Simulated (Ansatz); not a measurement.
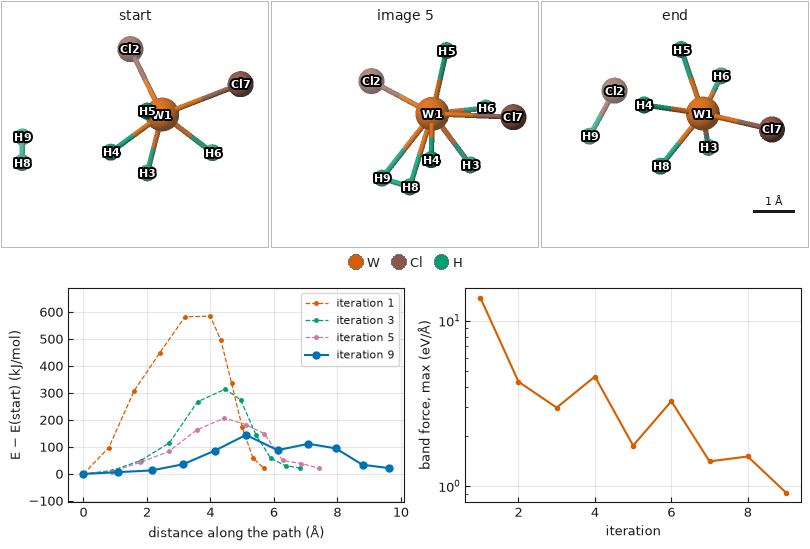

A search for the minimum-energy path of WH6Cl2, made up at the start of WH₄Cl₂ and H₂ by the nudged elastic band. Images are numbered from 0 (start) to 10 (end). The plot follows the band through its iterations. Style: ball-and-stick. Shown at a tilt.

These are results of RKS PBE0-D4/def2-SVP in Ansatz, not measurements. Settings: 9 movable images; climbing image; force threshold 0.2 eV/Å; iteration limit 9; starting path through a guess of the saddle point.

How did the profile develop, and is the result final?

Answer. The result isn't final. The band hadn't converged when the run stopped after 9 iterations. The largest component of the band force went from 14 to 0.91 eV/Å. The barrier read from it is provisional: over the last two iterations the highest image moved from 170.2 kJ/mol to 144.4 kJ/mol. The force threshold is so loose that the height of the top is at best an upper bound. The first iteration put the highest image at 584.3 kJ/mol. The highest point, image 5, lies 144.4 kJ/mol above the start and 122.7 kJ/mol above the end; the end is at +21.7 kJ/mol relative to the start. The profile has 2 maxima (images 5, 7) with a dip at image 6 (+88.2 kJ/mol), which on an unconverged band is provisional.

Limits of the set-up: the start holds two separate molecules, 2.9 Å apart at their closest, whose relative position is a soft coordinate.
